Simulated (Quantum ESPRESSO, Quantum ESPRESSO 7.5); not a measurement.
**1T-CaF2, 1 layer: vacuum convergence**

Which setting serves for 1T-CaF2, 1 layer? The runs below step through one kind of setting.

Main program and level: Quantum ESPRESSO 7.5; plane-wave DFT, PBE, GBRV ultrasoft pseudopotentials.

## Step 1: Set-up

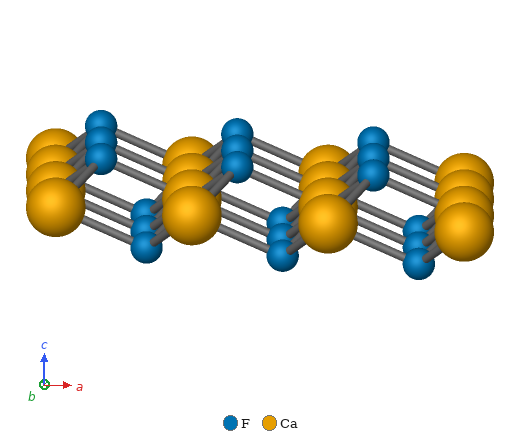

Start, viewed nearly edge on; fluorine blue, calcium orange. 3×3×1 cells are drawn. Some periodic images of atoms are drawn too.

The cell holds 3 atoms: 2 F and 1 Ca. Its edges and angles: a = 3.580 Å, b = 3.580 Å, c = 25.838 Å, α = 90.0°, β = 90.0°, γ = 120.0°. It derives from CaF2. Vacuum lies along c.

This sheet is a model structure: its symmetry is held, and its stability is not tested here.

## Step 2: SCF with pw.x: 24 Å of vacuum

The first run is the reference of the series.

File c0.in:

```
&control
  prefix = 'c0'
  outdir = './out'
  pseudo_dir = './pseudo'
  calculation = 'scf'
  tprnfor = .true.
/
&system
  ibrav = 0
  nat = 3
  ntyp = 2
  ecutwfc = 40
  ecutrho = 200
  occupations = 'smearing'
  smearing = 'fd'
  degauss = 0.004
/
&electrons
  conv_thr = 1e-07
  mixing_beta = 0.4
  electron_maxstep = 120
  mixing_mode = 'local-TF'
/
ATOMIC_SPECIES
  F   18.9984  f_pbe_v1.4.uspp.F.UPF
  Ca  40.0780  ca_pbe_v1.uspp.F.UPF
CELL_PARAMETERS angstrom
  3.58000000000000 0.00000000000000 0.00000000000000
  -1.79000000000000 3.10037094554829 0.00000000000000
  0.00000000000000 0.00000000000000 25.83794522950676
ATOMIC_POSITIONS crystal
  F   0.666666666667 0.333333333333 0.464433216086
  Ca  0.000000000000 0.000000000000 0.500000000000
  F   0.333333333333 0.666666666667 0.535566783914
K_POINTS automatic
  12 12 1 0 0 0
```

Started as:

```sh
OMP_NUM_THREADS=1 mpirun -n 4 pw.x -nk 4 -in c0.in > c0.out
```

What it wrote:

```text
Program PWSCF v.7.5 starts
[citation notice left out]

     Parallel version (MPI & OpenMP), running on       4 processor cores
     Number of MPI processes:                 4
     Threads/MPI process:                     1

     MPI processes distributed on     1 nodes
[...]
Current dimensions of program PWSCF are:
     Max number of different atomic species (ntypx) = 10
     Max number of k-points (npk) =  40000
     Max angular momentum in pseudopotentials (lmaxx) =  4
     Message from routine setup:
     using ibrav=0 with symmetry is DISCOURAGED, use correct ibrav instead

     K-points division:     npool     =       4
     Subspace diagonalization in iterative solution of the eigenvalue problem:
     a serial algorithm will be used

     G-vector sticks info
     --------------------
     sticks:   dense  smooth     PW     G-vecs:    dense   smooth      PW
     Sum         637     511    151                92559    66215   10997

     Using Slab Decomposition

     bravais-lattice index     =            0
     lattice parameter (alat)  =       6.7652  a.u.
     unit-cell volume          =    1935.3132 (a.u.)^3
     number of atoms/cell      =            3
     number of atomic types    =            2
     number of electrons       =        24.00
     number of Kohn-Sham states=           16
     kinetic-energy cutoff     =      40.0000  Ry
     charge density cutoff     =     200.0000  Ry
     scf convergence threshold =      1.0E-07
     mixing beta               =       0.4000
     number of iterations used =            8  local-TF  mixing
     Exchange-correlation= SLA  PW   PBE  PBE
                           (   1   4   3   4   0   0   0)

     celldm(1)=   6.765220  celldm(2)=   0.000000  celldm(3)=   0.000000
     celldm(4)=   0.000000  celldm(5)=   0.000000  celldm(6)=   0.000000

     crystal axes: (cart. coord. in units of alat)
               a(1) = (   1.000000   0.000000   0.000000 )
               a(2) = (  -0.500000   0.866025   0.000000 )
               a(3) = (   0.000000   0.000000   7.217303 )

     reciprocal axes: (cart. coord. in units 2 pi/alat)
               b(1) = (  1.000000  0.577350 -0.000000 )
               b(2) = (  0.000000  1.154701  0.000000 )
               b(3) = (  0.000000 -0.000000  0.138556 )

     PseudoPot. # 1 for F  read from file:
     ./pseudo/f_pbe_v1.4.uspp.F.UPF
     Pseudo is Ultrasoft, Zval =  7.0
     Generated by new atomic code, or converted to UPF format
     Using radial grid of  799 points,  4 beta functions with:
                l(1) =   0
                l(2) =   0
                l(3) =   1
                l(4) =   1
     Q(r) pseudized with  8 coefficients,  rinner =    0.950   0.950   0.950

     PseudoPot. # 2 for Ca read from file:
     ./pseudo/ca_pbe_v1.uspp.F.UPF
     Pseudo is Ultrasoft + core correction, Zval = 10.0
     Generated by new atomic code, or converted to UPF format
     Using radial grid of  845 points,  6 beta functions with:
                l(1) =   0
                l(2) =   0
                l(3) =   1
                l(4) =   1
                l(5) =   2
                l(6) =   2
     Q(r) pseudized with  8 coefficients,  rinner =    1.500   1.500   1.500
                                                       1.500   1.500

     atomic species   valence    mass     pseudopotential
     F                 7.00    18.99840     F ( 1.00)
     Ca               10.00    40.07800     Ca( 1.00)

     12 Sym. Ops., with inversion, found

   Cartesian axes

     site n.     atom                  positions (alat units)
         1        F      tau(   1) = (   0.5000000   0.2886751   3.3519553  )
         2        Ca     tau(   2) = (   0.0000000   0.0000000   3.6086516  )
         3        F      tau(   3) = (  -0.0000000   0.5773503   3.8653478  )

     number of k points=    19  Fermi-Dirac smearing, width (Ry)=  0.0040
                       cart. coord. in units 2pi/alat
        k(    1) = (   0.0000000   0.0000000   0.0000000), wk =   0.0138889
        k(    2) = (   0.0000000   0.0962250   0.0000000), wk =   0.0833333
        k(    3) = (   0.0000000   0.1924501   0.0000000), wk =   0.0833333
        k(    4) = (   0.0000000   0.2886751   0.0000000), wk =   0.0833333
        k(    5) = (   0.0000000   0.3849002   0.0000000), wk =   0.0833333
        k(    6) = (   0.0000000   0.4811252   0.0000000), wk =   0.0833333
        k(    7) = (   0.0000000  -0.5773503   0.0000000), wk =   0.0416667
        k(    8) = (   0.0833333   0.1443376   0.0000000), wk =   0.0833333
        k(    9) = (   0.0833333   0.2405626   0.0000000), wk =   0.1666667
        k(   10) = (   0.0833333   0.3367877   0.0000000), wk =   0.1666667
[...]
k(   19) = (   0.3333333   0.5773503   0.0000000), wk =   0.0277778

     Dense  grid:    92559 G-vectors     FFT dimensions: (  32,  32, 225)

     Smooth grid:    66215 G-vectors     FFT dimensions: (  27,  27, 200)

     Estimated max dynamical RAM per process >     143.40 MB

     Estimated total dynamical RAM >     505.81 MB

     Initial potential from superposition of free atoms

     starting charge      23.9945, renormalised to      24.0000

     negative rho (up, down):  3.881E-04 0.000E+00
     Starting wfcs are   18 randomized atomic wfcs

     total cpu time spent up to now is        1.0 secs

     per-process dynamical memory:    65.6 Mb

     Self-consistent Calculation

     iteration #  1     ecut=    40.00 Ry     beta= 0.40
     Davidson diagonalization with overlap
     ethr =  1.00E-02,  avg # of iterations =  2.0

     negative rho (up, down):  7.870E-08 0.000E+00

     total cpu time spent up to now is        2.7 secs

     total energy              =    -172.69709456 Ry
     estimated scf accuracy    <       0.45445462 Ry

     iteration #  2     ecut=    40.00 Ry     beta= 0.40
[...]
negative rho (up, down):  3.808E-08 0.000E+00

[...]
total energy              =    -172.67024537 Ry
     estimated scf accuracy    <       0.15561638 Ry

     iteration #  3     ecut=    40.00 Ry     beta= 0.40
[...]
negative rho (up, down):  5.615E-08 0.000E+00

[...]
total energy              =    -172.68398677 Ry
     estimated scf accuracy    <       0.03509321 Ry

     iteration #  4     ecut=    40.00 Ry     beta= 0.40
[...]
total energy              =    -172.68038260 Ry
     estimated scf accuracy    <       0.01383238 Ry

     iteration #  5     ecut=    40.00 Ry     beta= 0.40
[...]
negative rho (up, down):  4.063E-04 0.000E+00

[...]
total energy              =    -172.67991016 Ry
     estimated scf accuracy    <       0.00828749 Ry

     iteration #  6     ecut=    40.00 Ry     beta= 0.40
[...]
negative rho (up, down):  1.349E-02 0.000E+00

[...]
total energy              =    -172.67935267 Ry
     estimated scf accuracy    <       0.00425110 Ry

     iteration #  7     ecut=    40.00 Ry     beta= 0.40
[...]
negative rho (up, down):  1.431E-02 0.000E+00

[...]
total energy              =    -172.67889501 Ry
     estimated scf accuracy    <       0.00327677 Ry

     iteration #  8     ecut=    40.00 Ry     beta= 0.40
[...]
negative rho (up, down):  1.935E-02 0.000E+00

[...]
total energy              =    -172.67828081 Ry
     estimated scf accuracy    <       0.00203435 Ry

     iteration #  9     ecut=    40.00 Ry     beta= 0.40
[...]
negative rho (up, down):  1.855E-02 0.000E+00

[...]
total energy              =    -172.67783809 Ry
     estimated scf accuracy    <       0.00142321 Ry

     iteration # 10     ecut=    40.00 Ry     beta= 0.40
[...]
negative rho (up, down):  1.168E-02 0.000E+00

[...]
total energy              =    -172.67786636 Ry
     estimated scf accuracy    <       0.00058113 Ry

     iteration # 11     ecut=    40.00 Ry     beta= 0.40
[...]
negative rho (up, down):  6.211E-03 0.000E+00

[...]
total energy              =    -172.67777217 Ry
     estimated scf accuracy    <       0.00035942 Ry

     iteration # 12     ecut=    40.00 Ry     beta= 0.40
[...]
negative rho (up, down):  1.426E-03 0.000E+00

[...]
total energy              =    -172.67777687 Ry
     estimated scf accuracy    <       0.00006570 Ry

     iteration # 13     ecut=    40.00 Ry     beta= 0.40
[...]
negative rho (up, down):  7.842E-04 0.000E+00

[...]
total energy              =    -172.67777752 Ry
     estimated scf accuracy    <       0.00000687 Ry

     iteration # 14     ecut=    40.00 Ry     beta= 0.40
[...]
negative rho (up, down):  4.466E-04 0.000E+00

[...]
total energy              =    -172.67777497 Ry
     estimated scf accuracy    <       0.00000116 Ry

     iteration # 15     ecut=    40.00 Ry     beta= 0.40
[...]
negative rho (up, down):  3.285E-04 0.000E+00

[...]
total energy              =    -172.67777579 Ry
     estimated scf accuracy    <       0.00000021 Ry

     iteration # 16     ecut=    40.00 Ry     beta= 0.40
[...]
negative rho (up, down):  3.316E-04 0.000E+00

[...]
End of self-consistent calculation

          k = 0.0000 0.0000 0.0000 (  8235 PWs)   bands (ev):

   -42.7990 -26.4162 -26.3632 -23.6844 -23.6844 -23.3854  -8.4658  -8.4658
    -8.2324  -7.2622  -7.2012  -7.2012   0.0678   0.9937   1.4308   1.8400

          k = 0.0000 0.0962 0.0000 (  8243 PWs)   bands (ev):

   -42.7954 -26.4156 -26.4012 -23.6910 -23.6324 -23.4114  -8.4535  -8.4336
    -8.2236  -7.2661  -7.2245  -7.2236   0.2024   1.0786   1.5399   1.9359

          k = 0.0000 0.1925 0.0000 (  8236 PWs)   bands (ev):

   -42.7857 -26.5449 -26.3636 -23.7091 -23.5547 -23.4283  -8.4171  -8.3434
    -8.2174  -7.3915  -7.2864  -7.1495   0.5701   1.3246   1.8658   2.1672

          k = 0.0000 0.2887 0.0000 (  8284 PWs)   bands (ev):

   -42.7723 -26.7056 -26.3081 -23.7336 -23.6419 -23.2769  -8.4103  -8.2171
    -8.2117  -7.4619  -7.3791  -7.0809   1.0796   1.6602   2.2454   2.4028

          k = 0.0000 0.3849 0.0000 (  8278 PWs)   bands (ev):

   -42.7589 -26.8514 -26.2487 -23.7582 -23.7579 -23.1138  -8.5363  -8.1239
    -8.0606  -7.4892  -7.4259  -7.0657   1.5933   1.8144   2.5947   3.0928

          k = 0.0000 0.4811 0.0000 (  8308 PWs)   bands (ev):

   -42.7490 -26.9507 -26.2023 -23.8474 -23.7755 -22.9999  -8.6729  -8.0059
    -7.9122  -7.6064  -7.3413  -7.1129   1.8062   1.9208   3.1506   3.3078

[...]
the Fermi energy is    -1.4902 ev

!    total energy              =    -172.67777583 Ry
     estimated scf accuracy    <       0.00000002 Ry
     smearing contrib. (-TS)   =      -0.00000000 Ry
     internal energy E=F+TS    =    -172.67777583 Ry

     The total energy is F=E-TS. E is the sum of the following terms:
     one-electron contribution =   -1248.31538781 Ry
     hartree contribution      =     627.64375915 Ry
     xc contribution           =     -30.85115994 Ry
     ewald contribution        =     478.84501278 Ry

     convergence has been achieved in  16 iterations

     negative rho (up, down):  3.316E-04 0.000E+00

     Forces acting on atoms (cartesian axes, Ry/au):

     atom    1 type  1   force =     0.00000000    0.00000000   -0.01190458
     atom    2 type  2   force =    -0.00000000    0.00000000    0.00000000
     atom    3 type  1   force =     0.00000000    0.00000000    0.01190458

     Total force =     0.016836     Total SCF correction =     0.000404

[...]
=------------------------------------------------------------------------------=
   JOB DONE.
=------------------------------------------------------------------------------=
```

Wall time 34 s (4 MPI ranks of Arm Neoverse V1, shared host); peak memory 0.47 GiB.

Numbers from this step:

| Property | Result |
| --- | --- |
| free energy | -2349.4008 eV |
| Fermi energy | -1.490 eV |
| valence top, on the run's zero | -7.047 eV |
| conduction bottom, on the run's zero | 0.06776 eV |
| gap by band count | 7.115 eV |

The program's own clock; routines nest. Time by routine:

| routine | wall time (s) | calls |
| --- | --- | --- |
| PWSCF | 33.55 | 1 |
| electrons | 32.29 | 1 |
| c_bands | 17.36 | 16 |
| cegterg | 16.12 | 80 |
| h_psi | 13.46 | 571 |
| fftw | 13.37 | 8704 |
| vloc_psi | 12.28 | 571 |
| mix_rho | 7.9 | 16 |
| ffts | 5.3 | 1878 |
| sum_band | 4.2 | 16 |
| newd | 1.62 | 17 |
| v_of_rho | 1.23 | 17 |
| init_run | 0.85 | 1 |
| calbec | 0.74 | 671 |

The run needed 16 iterations to bring the estimated error under 1e-07 Ry; the largest force on any atom, held or free, is 0.31 eV/Å.

## Step 3: Potential by pp.x

The vacuum level is read from the electrostatic potential (plot_num = 11), averaged over planes.

File c0.pot.in:

```
&inputpp
  prefix = 'c0'
  outdir = './out'
  filplot = 'c0.pot.dat'
  plot_num = 11
/
```

Started as:

```sh
OMP_NUM_THREADS=1 mpirun -n 4 pp.x -in c0.pot.in > c0.pot.out
```

What it wrote:

```text
[banner, memory and clock lines left out]
Program POST-PROC v.7.5 starts

          URL

     ./out/c0.save/

     IMPORTANT: XC functional enforced from input :
     Exchange-correlation= PBE
                           (   1   4   3   4   0   0   0)
     Any further DFT definition will be discarded
     Please, verify this is what you really want

     negative rho (up, down):  3.316E-04 0.000E+00

     Calling punch_plot, plot_num =  11
     Writing data to file  c0.pot.dat
     Message from routine chdens:
     namelist plot not found or invalid, exiting
```

Wall time 0.96 s (4 MPI ranks); peak memory 0.11 GiB; 3.5 s of CPU time.

Numbers from this step:

- potential in the middle of the vacuum, over the valence top: 8.726 eV

Electrostatic potential energy of an electron; zero at the highest filled level of the SCF mesh. Potential energy, planar mean against z:

| z (Å) | potential energy, planar mean (eV) |
| --- | --- |
| 0 | 8.73 |
| 2 | 8.73 |
| 4 | 8.73 |
| 6 | 8.73 |
| 8 | 8.73 |
| 10 | 8.71 |
| 12 | -1.67 |
| 14 | 0.235 |
| 16 | 8.72 |
| 18 | 8.73 |
| 20 | 8.73 |
| 22 | 8.73 |
| 24 | 8.73 |

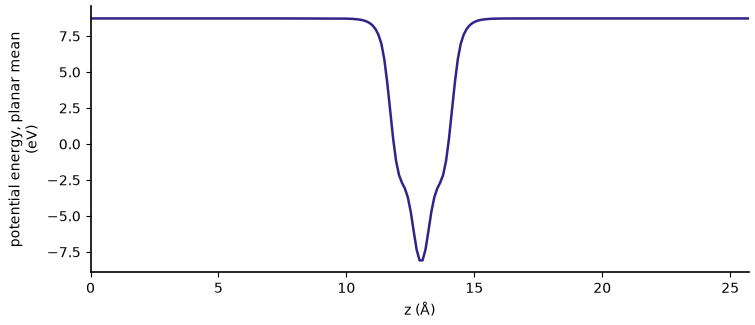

Potential energy, planar mean, plotted against z.

Inside the slab this potential holds the local part of the pseudopotentials, which can be repulsive at the nuclei; only its value in the vacuum has a meaning of its own.

## Step 4: Ground state: 18 Å of vacuum

c2.in, as its differences from the input of step 2:

```diff
@@ -1,3 +1,3 @@
 &control
-  prefix = 'c0'
+  prefix = 'c2'
   outdir = './out'
@@ -29,7 +29,7 @@
   -1.79000000000000 3.10037094554829 0.00000000000000
-  0.00000000000000 0.00000000000000 25.83794522950676
+  0.00000000000000 0.00000000000000 19.83794522950676
 ATOMIC_POSITIONS crystal
-  F   0.666666666667 0.333333333333 0.464433216086
+  F   0.666666666667 0.333333333333 0.453676018150
   Ca  0.000000000000 0.000000000000 0.500000000000
-  F   0.333333333333 0.666666666667 0.535566783914
+  F   0.333333333333 0.666666666667 0.546323981850
 K_POINTS automatic
```

Started as:

```sh
OMP_NUM_THREADS=1 mpirun -n 4 pw.x -nk 4 -in c2.in > c2.out
```

What it wrote:

```text
[banner, memory and clock lines left out]
Program PWSCF v.7.5 starts
[...]
Message from routine setup:
[...]
number of electrons       =        24.00
     number of Kohn-Sham states=           16
     kinetic-energy cutoff     =      40.0000  Ry
     charge density cutoff     =     200.0000  Ry
[...]
number of k points=    19  Fermi-Dirac smearing, width (Ry)=  0.0040
[...]
Dense  grid:    71065 G-vectors     FFT dimensions: (  32,  32, 180)
[...]
negative rho (up, down):  2.948E-04 0.000E+00
     Starting wfcs are   18 randomized atomic wfcs
[...]
negative rho (up, down):  4.523E-08 0.000E+00
[...]
estimated scf accuracy    <       0.45404370 Ry
[...]
estimated scf accuracy    <       0.15500520 Ry
[...]
estimated scf accuracy    <       0.03540696 Ry
[...]
negative rho (up, down):  4.364E-05 0.000E+00
[...]
estimated scf accuracy    <       0.01419690 Ry
[...]
negative rho (up, down):  1.291E-03 0.000E+00
[...]
estimated scf accuracy    <       0.00842283 Ry
[...]
negative rho (up, down):  1.725E-02 0.000E+00
[...]
estimated scf accuracy    <       0.00391249 Ry
[...]
negative rho (up, down):  1.487E-02 0.000E+00
[...]
estimated scf accuracy    <       0.00283980 Ry
[...]
negative rho (up, down):  1.868E-02 0.000E+00
[...]
estimated scf accuracy    <       0.00131113 Ry
[...]
negative rho (up, down):  9.892E-03 0.000E+00
[...]
estimated scf accuracy    <       0.00114128 Ry
[...]
negative rho (up, down):  4.291E-03 0.000E+00
[...]
estimated scf accuracy    <       0.00009098 Ry
[...]
negative rho (up, down):  8.340E-04 0.000E+00
[...]
estimated scf accuracy    <       0.00002993 Ry
[...]
negative rho (up, down):  3.740E-04 0.000E+00
[...]
estimated scf accuracy    <       0.00000808 Ry
[...]
negative rho (up, down):  3.236E-04 0.000E+00
[...]
estimated scf accuracy    <       0.00000171 Ry
[...]
negative rho (up, down):  2.609E-04 0.000E+00
[...]
the Fermi energy is    -0.9828 ev
!    total energy              =    -172.67777139 Ry
     estimated scf accuracy    <       0.00000006 Ry
     smearing contrib. (-TS)   =      -0.00000000 Ry
     internal energy E=F+TS    =    -172.67777139 Ry
[...]
one-electron contribution =    -908.09612136 Ry
     hartree contribution      =     457.98088802 Ry
     xc contribution           =     -30.85080468 Ry
     ewald contribution        =     308.28826663 Ry
     convergence has been achieved in  14 iterations
     negative rho (up, down):  2.609E-04 0.000E+00
[...]
Total force =     0.016845     Total SCF correction =     0.000014
[...]
```

Elapsed: 22 s, on 4 MPI ranks; peak memory 0.52 GiB.

This step gave:

* Fermi energy: -0.9828 eV
* valence top, on the run's zero: -6.539 eV
* conduction bottom, on the run's zero: 0.5735 eV
* gap by band count: 7.112 eV

The program's own clock; routines nest. Time by routine:

| routine | wall time (s) | calls |
| --- | --- | --- |
| PWSCF | 21.65 | 1 |
| electrons | 20.59 | 1 |
| c_bands | 11.42 | 14 |
| cegterg | 10.3 | 70 |
| h_psi | 8.62 | 464 |
| fftw | 8.58 | 7474 |
| vloc_psi | 7.86 | 464 |
| mix_rho | 4.42 | 14 |
| ffts | 2.82 | 1518 |
| sum_band | 2.78 | 14 |
| newd | 1.13 | 15 |
| v_of_rho | 0.89 | 15 |
| init_run | 0.72 | 1 |
| calbec | 0.49 | 554 |

## Step 5: Electrostatic potential

File c2.pot.in:

```
&inputpp
  prefix = 'c2'
  outdir = './out'
  filplot = 'c2.pot.dat'
  plot_num = 11
/
```

Started as:

```sh
OMP_NUM_THREADS=1 mpirun -n 4 pp.x -in c2.pot.in > c2.pot.out
```

The job ended after 0.91 s (4 MPI ranks; peak memory 0.1 GiB; 3.3 s of CPU time).

This step gave:

* potential in the middle of the vacuum, over the valence top: 8.724 eV

Counted from each run's own zero (the valence top), the vacuum level differs from the first run's by -1 meV.

(Continued in part 2 of 2.)

[Logs are printed without paths, hosts, clocks, repeated set-up lines and the standing remarks that a program may print on its own settings, such as how far it seeks lower states.]

[Hosts, paths, dates, database ids (printed as entryN), source tags and the programs' standing remarks are cut or masked in the printed files.]

[Maps of the electrostatic potential energy from Ansatz leave out the sawtooth potential of an applied field or a dipole correction, so their vacuum need not be flat; planar profiles and work functions include it.]
